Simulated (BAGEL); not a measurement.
# singlet Si2NH5F+, step by step

We compute a single-point energy (singlet Si2NH5F+, HF/def2-SVP), then a single-point energy (doublet Si2NH5F, NEVPT2(3,3)/def2-SVP) of FH5NSi2. 

The results are computed with BAGEL 1.2.2.

### 1 Starting point

Si2NH5F+: 9 atoms, total charge +1, spin state singlet. SMILES of the parent species: `F[SiH2]N[SiH2]`. The coordinates come from a PBE0-D4/def2-TZVP relaxation. This is one conformer, not always the lowest. That shape belongs to the parent species and isn't relaxed for this state.

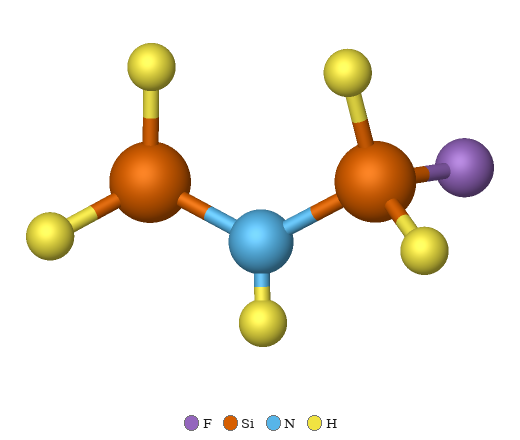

Viewed from a chosen angle; fluorine purple, silicon orange, nitrogen blue, hydrogen yellow.

### 2 The energy at HF/def2-SVP (density fitting with svp-jkfit) (run 1)

File job.json:

```json
{ "bagel": [

{
  "title": "molecule",
  "basis": "svp",
  "df_basis": "svp-jkfit",
  "angstrom": true,
  "geometry": [
    { "atom": "F", "xyz": [      -1.778227,       1.208879,      -1.181769 ] },
    { "atom": "Si", "xyz": [      -0.288027,       1.123579,      -0.604869 ] },
    { "atom": "N", "xyz": [       0.241473,      -0.491421,      -0.402969 ] },
    { "atom": "Si", "xyz": [       0.023573,      -1.533621,       0.967931 ] },
    { "atom": "H", "xyz": [       0.576300,       1.799100,      -1.598800 ] },
    { "atom": "H", "xyz": [      -0.302827,       1.779779,       0.718831 ] },
    { "atom": "H", "xyz": [       0.600373,      -0.942221,      -1.234469 ] },
    { "atom": "H", "xyz": [      -0.246327,      -0.650021,       2.136231 ] },
    { "atom": "H", "xyz": [       1.261773,      -2.340721,       1.182731 ] }
  ]
},

{ "title": "hf", "charge": 1 },

{ "title": "print", "file": "orbitals.molden", "orbitals": true }

]}
```

Command:

```
$ BAGEL_NUM_THREADS=1 BAGEL job.json > job.out
```

The log of the run:

```text
* using 1 threads per process

  ===============================================================
  ===============================================================

  *** Geometry ***

  { "atom" : "F", "xyz" : [     -3.360362,      2.284450,     -2.233220 ] },
  { "atom" : "Si", "xyz" : [     -0.544292,      2.123257,     -1.143037 ] },
  { "atom" : "N", "xyz" : [      0.456318,     -0.928651,     -0.761501 ] },
  { "atom" : "Si", "xyz" : [      0.044547,     -2.898124,      1.829124 ] },
  { "atom" : "H", "xyz" : [      1.089049,      3.399806,     -3.021294 ] },
  { "atom" : "H", "xyz" : [     -0.572260,      3.363295,      1.358394 ] },
  { "atom" : "H", "xyz" : [      1.134541,     -1.780540,     -2.332808 ] },
  { "atom" : "H", "xyz" : [     -0.465491,     -1.228362,      4.036892 ] },
  { "atom" : "H", "xyz" : [      2.384405,     -4.423322,      2.235038 ] },

  Number of auxiliary basis functions:      500

  Since a DF basis is specified, we compute 2- and 3-index integrals:
    o Being stored without compression. Storage requirement is 0.032 GB

  Number of basis functions:       89
  Number of electrons      :       49

    * METHOD: MOLECULE                             0.27

  *** RHF ***

  === Nuclear Repulsion ===
   217.0450246926

      * DIIS with orbital gradients will be used.

  === RHF iteration (svp) ===
      0       -733.91145871          0.01826487           0.10
      1       -734.06775449          0.01177666           0.09
      2       -734.14186954          0.00132523           0.09
      3       -734.14342421          0.00040742           0.09
      4       -734.14352693          0.00013560           0.09
      5       -734.14354541          0.00004604           0.09
      6       -734.14354880          0.00001806           0.09
      7       -734.14354958          0.00000529           0.09
      8       -734.14354963          0.00000135           0.09
      9       -734.14354964          0.00000073           0.09
     10       -734.14354964          0.00000023           0.09
     11       -734.14354964          0.00000010           0.09
     12       -734.14354964          0.00000004           0.09
     13       -734.14354964          0.00000002           0.09
     14       -734.14354964          0.00000001           0.09
    * SCF iteration converged.

    * Permanent dipole moment:
           (   -1.067183,     2.806575,    -1.495493) a.u.

    * METHOD: HF                                   1.59

    * METHOD: PRINT                                0.02

  ===============================================================
```

Wall time 2 s (1 thread of Arm Neoverse V1, shared host); peak memory 0.15 GiB.

### 3 Doublet neutral Si2NH5F: a single-point energy at NEVPT2(3,3)/def2-SVP (density fitting with svp-jkfit) (run 2)

File nevpt2.json:

```json
{ "bagel" : [

{
  "title" : "molecule",
  "basis" : "svp",
  "df_basis" : "svp-jkfit",
  "angstrom" : true,
  "geometry" : [
    { "atom" : "F", "xyz" : [   -1.778227,    1.208879,   -1.181769 ] },
    { "atom" : "Si", "xyz" : [   -0.288027,    1.123579,   -0.604869 ] },
    { "atom" : "N", "xyz" : [    0.241473,   -0.491421,   -0.402969 ] },
    { "atom" : "Si", "xyz" : [    0.023573,   -1.533621,    0.967931 ] },
    { "atom" : "H", "xyz" : [    0.576300,    1.799100,   -1.598800 ] },
    { "atom" : "H", "xyz" : [   -0.302827,    1.779779,    0.718831 ] },
    { "atom" : "H", "xyz" : [    0.600373,   -0.942221,   -1.234469 ] },
    { "atom" : "H", "xyz" : [   -0.246327,   -0.650021,    2.136231 ] },
    { "atom" : "H", "xyz" : [    1.261773,   -2.340721,    1.182731 ] }
  ]
},
{ "title" : "hf", "charge" : 1 },
{ "title" : "casscf", "nstate" : 1, "nact" : 3, "nclosed" : 23, "nspin" : 1, "active" : [24, 25, 33], "maxiter" : 200, "natocc" : true },
{
  "title" : "nevpt2",
  "nstate" : 1,
  "nact" : 3,
  "nclosed" : 23,
  "nspin" : 1,
  "active" : [24, 25, 33],
  "maxiter" : 200,
  "natocc" : true,
  "ncore" : 12
},
{ "title" : "print", "file" : "orbitals.molden", "orbitals" : true }

]}
```

Command:

```
$ BAGEL_NUM_THREADS=1 BAGEL nevpt2.json > nevpt2.out
```

The log of the run:

```text
* using 1 threads per process

  ===============================================================
  ===============================================================

  *** Geometry ***

  { "atom" : "F", "xyz" : [     -3.360362,      2.284450,     -2.233220 ] },
  { "atom" : "Si", "xyz" : [     -0.544292,      2.123257,     -1.143037 ] },
  { "atom" : "N", "xyz" : [      0.456318,     -0.928651,     -0.761501 ] },
  { "atom" : "Si", "xyz" : [      0.044547,     -2.898124,      1.829124 ] },
  { "atom" : "H", "xyz" : [      1.089049,      3.399806,     -3.021294 ] },
  { "atom" : "H", "xyz" : [     -0.572260,      3.363295,      1.358394 ] },
  { "atom" : "H", "xyz" : [      1.134541,     -1.780540,     -2.332808 ] },
  { "atom" : "H", "xyz" : [     -0.465491,     -1.228362,      4.036892 ] },
  { "atom" : "H", "xyz" : [      2.384405,     -4.423322,      2.235038 ] },

  Number of auxiliary basis functions:      500

  Since a DF basis is specified, we compute 2- and 3-index integrals:
    o Being stored without compression. Storage requirement is 0.032 GB

  Number of basis functions:       89
  Number of electrons      :       49

    * METHOD: MOLECULE                             0.26

  *** RHF ***

  === Nuclear Repulsion ===
   217.0450246926

      * DIIS with orbital gradients will be used.

  === RHF iteration (svp) ===
      0       -733.91145871          0.01826487           0.09
      1       -734.06775449          0.01177666           0.09
      2       -734.14186954          0.00132523           0.09
      3       -734.14342421          0.00040742           0.09
      4       -734.14352693          0.00013560           0.09
      5       -734.14354541          0.00004604           0.09
      6       -734.14354880          0.00001806           0.09
      7       -734.14354958          0.00000529           0.09
      8       -734.14354963          0.00000135           0.09
      9       -734.14354964          0.00000073           0.09
     10       -734.14354964          0.00000023           0.09
     11       -734.14354964          0.00000010           0.09
     12       -734.14354964          0.00000004           0.09
     13       -734.14354964          0.00000002           0.09
     14       -734.14354964          0.00000001           0.09
    * SCF iteration converged.

    * Permanent dipole moment:
           (   -1.067183,     2.806575,    -1.495493) a.u.

    * METHOD: HF                                   1.58

  ---------------------------
      CASSCF calculation
  ---------------------------

    ==== Active orbitals : =====
         Orbital 24
         Orbital 25
         Orbital 33
    ============================

    * nstate   :      1
    * nclosed  :     23
    * nact     :      3
    * nvirt    :     63
  === CASSCF iteration (svp) ===

    * Using the second-order algorithm

      0  0      -734.39689827     1.10e-02      0.04

      1  0      -734.42903650     6.55e-04      0.56

      2  0      -734.43042785     1.96e-04      0.57

      3  0      -734.43908645     5.24e-04      0.56

      4  0      -734.44166129     1.24e-04      0.55

      5  0      -734.44174382     1.81e-05      0.59

      6  0      -734.44174446     4.47e-06      0.57

      7  0      -734.44174448     9.92e-07      0.57

      8  0      -734.44174448     2.08e-07      0.57

      9  0      -734.44174448     4.22e-08      0.55

     10  0      -734.44174448     8.49e-09      0.45

    * Second-order optimization converged. *

     guess   0:   closed 1..                  open .1.

  === FCI iteration ===

      0  0      -734.42847485     4.69e-02      0.00
      1  0      -734.44173401     1.08e-03      0.00
      2  0      -734.44174437     1.19e-04      0.00
      3  0      -734.44174447     8.73e-06      0.00
      4  0      -734.44174448     6.17e-07      0.00
      5  0      -734.44174448     3.25e-08      0.00
      6  0      -734.44174448     1.37e-09      0.00
      7  0 *    -734.44174448     1.14e-15      0.00

     * ci vector, state   0, <S^2> = 0.7500
       2a.    -0.9955725407
       .a2    -0.0937022921

    * METHOD: CASSCF                               5.79

    * freezing 12 orbitals

  === DF-NEVPT2 calculation ===

    * 3-index integral transformation done
    * assembly done

      NEVPT2 correlation energy:   -0.5169471504      0.21

          (+0)     -0.4555507677
          (+0)'    -0.0053615751
          (+1)     -0.0158566564
          (+1)'    -0.0000260415
          (+2)     -0.0001544782
          (-1)     -0.0295102311
          (-1)'    -0.0000718561
          (-2)     -0.0104155443

      NEVPT2 total energy:       -734.9586916262

    * METHOD: NEVPT2                               0.40

    * METHOD: PRINT                                0.02

  ===============================================================
```

Wall time 8.4 s (1 thread of Arm Neoverse V1, shared host); peak memory 0.15 GiB.

### 4 Summary of results

| quantity | value |
| --- | --- |
| run 1, HF/def2-SVP: total energy | -734.14355 Eh |
| run 1, HF/def2-SVP: HOMO energy | -17.35 eV |
| run 1, HF/def2-SVP: LUMO energy | -6.86 eV |
| run 1, HF/def2-SVP: HOMO–LUMO gap | 10.49 eV |
| doublet neutral Si2NH5F: total energy | -734.95869 Eh |
